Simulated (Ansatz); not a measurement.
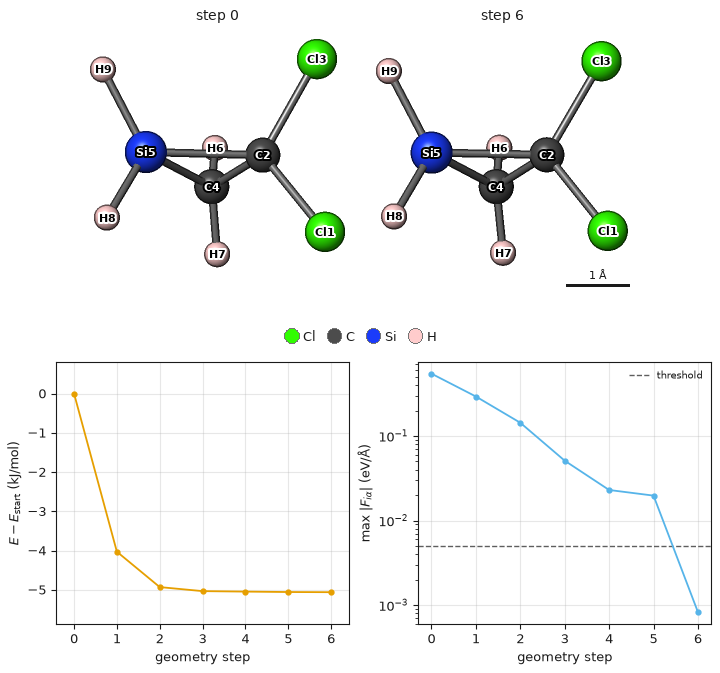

First and last geometry of a relaxation of C2H4Cl2Si, with the history of the run. The picture is a ball-and-stick view, seen at a tilt.

The start comes from PBE-D4/def2-SVP.

The calculation used Ansatz 0.2.0, RKS PBE0-D4/def2-TZVP. Set-up: force threshold 0.005 eV/Å; at most 150 steps.

Did the run converge, and what did it change?

It converged. The energy falls by 5.06 kJ/mol in 6 geometry steps. The largest force component goes from 0.55 to 0.00083 eV/Å. Cl1 moves most after the best rigid fit: 0.041 Å. By element the largest moves are Cl 0.041 Å, H 0.039 Å, Si 0.023 Å, C 0.017 Å. Among the contacts that change: C2–Si5 1.892 → 1.861 Å, C2–Cl3 1.786 → 1.758 Å, Cl1–C2 1.785 → 1.758 Å, C4–H6 1.104 → 1.085 Å.

```
step  E − E(0), kJ/mol  largest force component, eV/Å
   0              0.00                         0.5453
   1             -4.03                         0.2928
   2             -4.93                         0.1433
   3             -5.04                         0.0510
   4             -5.05                         0.0230
   5             -5.06                         0.0197
   6             -5.06                         0.0008
```
